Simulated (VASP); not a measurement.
Band structure of PtTe$_{2}$ (1T layered). Calculation: PBE GGA with D4 dispersion, VASP's PBE PAW potentials (set 64) (plane waves; VASP).

Unless said otherwise, spin-orbit coupling is left out, though it shifts the bands of the heavy elements here.

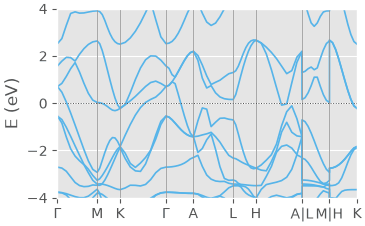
*Bands along high-symmetry lines, zero at the valence-band maximum or, without a gap, the Fermi level*

Problem. Read the plot: is there a gap, and where are the band edges?

Solution. It has no gap at this level: it comes out as a metal or semimetal. (Edges off the drawn lines would not show.)

The compound is PtTe2 in the 1T layered structure. It was relaxed first.
